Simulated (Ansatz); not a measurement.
| atom | x (Å) | y (Å) | z (Å) |
| --- | --- | --- | --- |
| Zn | -0.3348 | 2.5776 | -0.3597 |
| Zn | -0.0016 | -0.0007 | -0.0009 |
| Zn | 0.3364 | -2.5769 | 0.3605 |

Geometry: PBE0/def2-TZVP.

Computed with Ansatz, UKS PBE0/def2-TZVP.

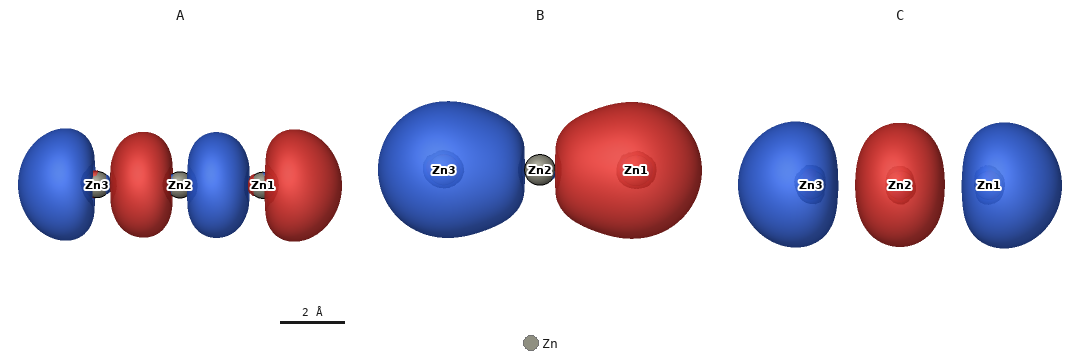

Zn···Zn···Zn (charge +1, doublet). Three frontier orbitals at ±0.06 Å⁻³ᐟ² (red and blue are the two phases), in no order.

### Which picture is the HOMO−1, the HOMO and the LUMO? All are α orbitals.

B is the HOMO−1 (α) (−12.24 eV). By Hirshfeld shares it lies mainly on Zn1 (about 40 %), Zn3 (about 40 %) and Zn2 (about 15 %); it is of σ type; it is ungerade (odd under inversion). C is the HOMO (α) (−9.82 eV). By Hirshfeld shares it lies mainly on Zn1 (about 35 %), Zn3 (about 35 %) and Zn2 (about 25 %); it is of σ type; it is gerade (even under inversion). A is the LUMO (α) (−6.24 eV). It lies mainly on Zn1 (about 35 %), Zn3 (about 35 %) and Zn2 (about 25 %); it is of σ type; it is ungerade (odd under inversion).

### What is the gap between the highest occupied and lowest empty α orbitals?

3.58 eV between the orbital energies.
